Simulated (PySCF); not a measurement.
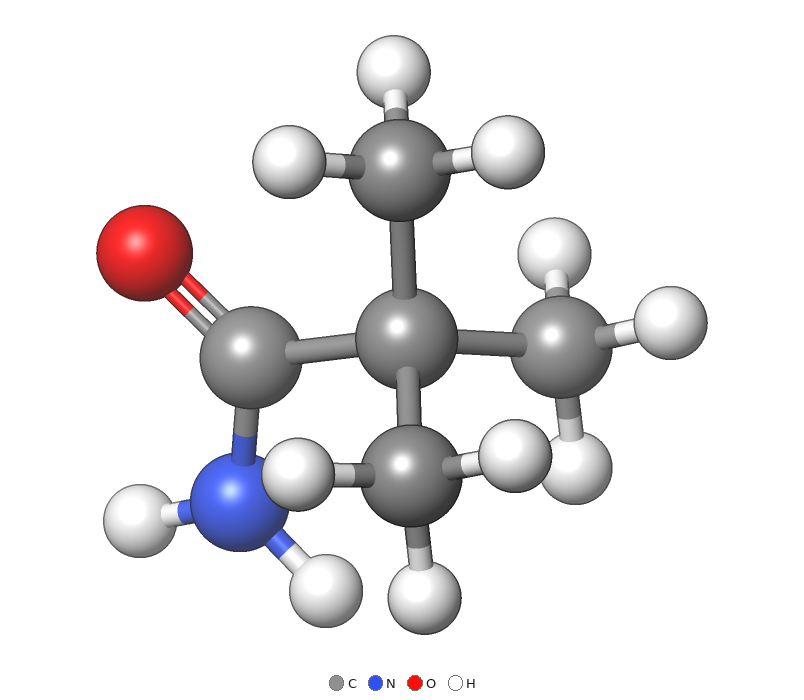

The picture shows a molecular structure as a ball-and-stick model.

The computed structure is the end point of a GFN2-xTB optimisation. No frequency run is at hand to confirm it as a minimum.

Give the formula.

C5H11NO, 18 atoms: 5 carbon, 11 hydrogen, 1 nitrogen and 1 oxygen.

Name functional groups in it.

Among them: amide.

What is the point group of this geometry?

Cs.

Describe its rings.

It has no ring.

How many bonds of each kind are drawn?

9 C–H, 4 C–C, 2 N–H, 1 C–N, 1 C–O.

The parts below concern this one geometry. Atoms keep their numbers from picture to picture.

Dipole moment

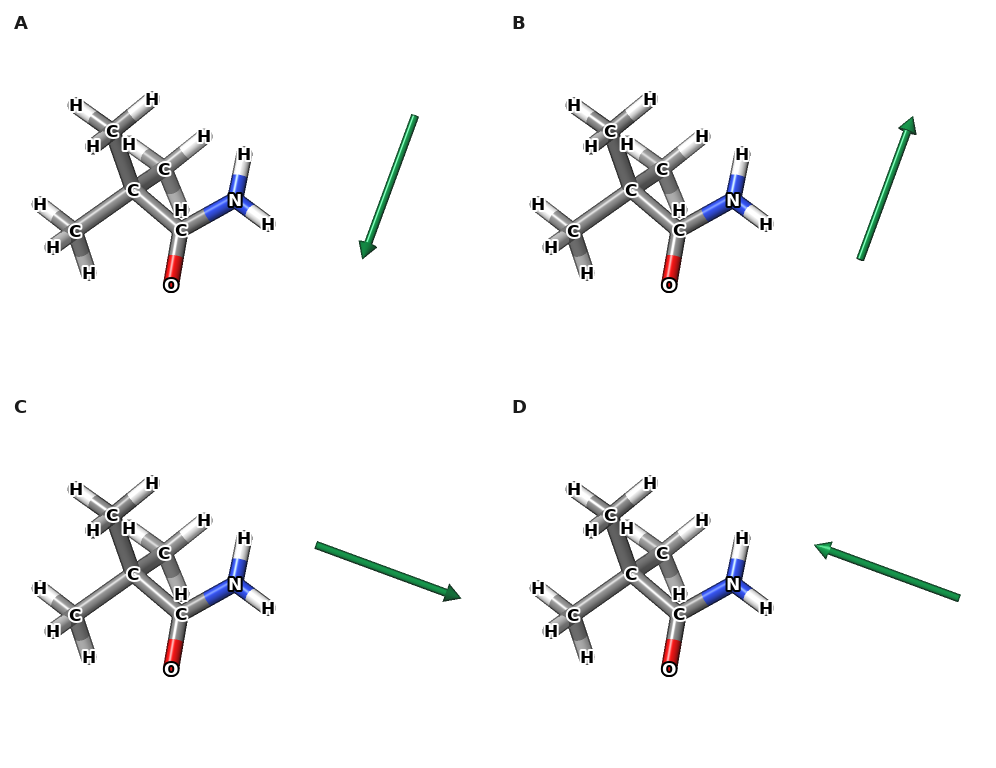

The same molecule four times, each with an arrow. No frequency run is at hand to confirm it as a minimum. Method: PBE0/pcSseg-1, gas phase (PySCF 2.14.0).

Which arrow points along the dipole moment, from the negative to the positive end?

B. The dipole moment is 3.64 D.

NMR shielding

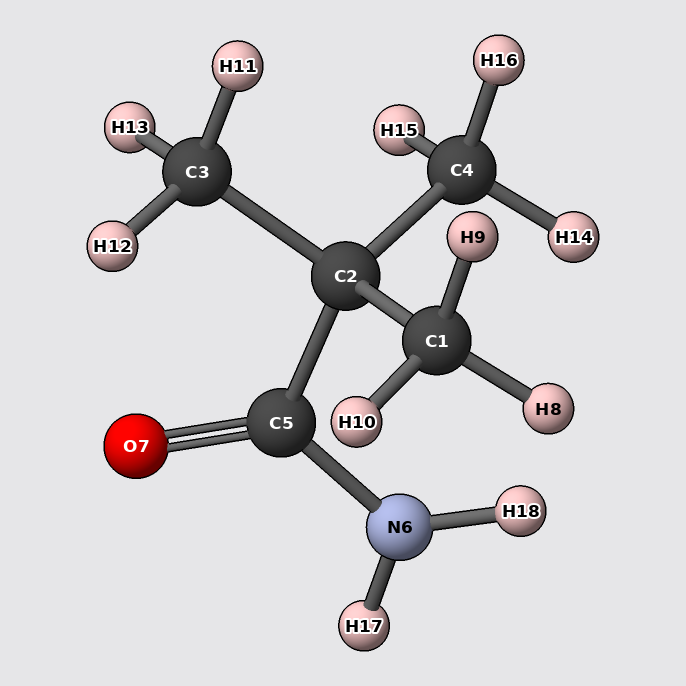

The questions are on isotropic NMR shieldings of the H atoms. No frequency run is at hand to confirm it as a minimum. Method: GIAO PBE0/pcSseg-1 NMR shielding, non-relativistic, gas phase (PySCF 2.14.0).

Which H atom is the most shielded (lowest chemical shift)?

H11 (31.26 ppm).

Which H atom is the least shielded (highest chemical shift)?

H18 (26.81 ppm).

How wide is the range of H shifts?

4.45 ppm.

Give the isotropic NMR shieldings of the H atoms atom by atom.

```csv
atom,σ (ppm)
H8,30.74
H9,30.62
H10,30.40
H11,31.26
H12,30.22
H13,30.21
H14,30.72
H15,30.39
H16,30.61
H17,27.17
H18,26.81
```

Quadrupole coupling

No frequency run is at hand to confirm it as a minimum. Electric field gradients from the ground-state density, PBE0/pcSseg-1 (PySCF 2.14.0), non-relativistic apart from any core potentials.

Give the largest field-gradient component, the quadrupole coupling constant and the asymmetry for 14N at N6 (Q = 20.44 mb), 17O at O7 (Q = −25.6 mb), 2H at H8 (Q = 2.86 mb), 2H at H9 (Q = 2.86 mb).

| atom | V_zz (a.u.) | e²qQ/h (MHz) | η |
| --- | --- | --- | --- |
| N6 | −0.981 | −4.71 | 0.01 |
| O7 | −1.641 | 9.87 | 0.04 |
| H8 | 0.317 | 0.213 | 0.04 |
| H9 | 0.314 | 0.211 | 0.02 |
